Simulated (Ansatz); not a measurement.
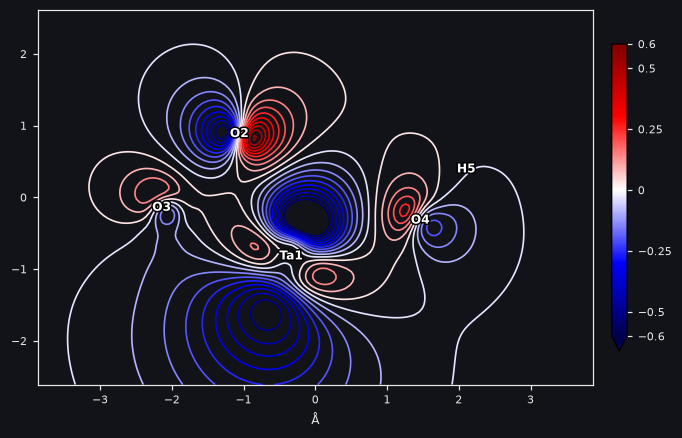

HO3Ta. The LUMO on the molecular plane (values in Å⁻³ᐟ²; the overall sign is arbitrary).

Geometry: r2SCAN-D4/def2-TZVP; core potentials replace the inner electrons of Ta.

The calculation used Ansatz 0.2.0, RKS PBE0-D4/def2-TZVP.

Input

```
crystal:
  periodic: [false, false, false]
  atoms:
    - {symbol: Ta, position_ang: [-0.042576, -0.753175, 0.469262]}
    - {symbol: O, position_ang: [1.125597, 0.683427, 0.431158]}
    - {symbol: O, position_ang: [1.559836, -0.319682, 1.447932]}
    - {symbol: O, position_ang: [-1.211729, -0.147795, -0.856706]}
    - {symbol: H, position_ang: [-1.431128, 0.537235, -1.491647]}
basis:
  gaussian: {orbitals: def2-TZVP, initial_orbitals: start.molden}
hamiltonian: {xc: pbe0, dispersion: d4}
scf: {omitted_lower_state_checks: [starts]}
output: {orbitals: {seedname: orbitals}}
```

Run with:

```sh
ansatz run in.yaml --threads 4 --pin off --events-out ev --progress --plain --max-ram 3916MiB
```

### What is the character of this orbital?

It lies mainly on Ta1 (about 85 %) and O2 (about 5 %). Its energy is −2.54 eV.
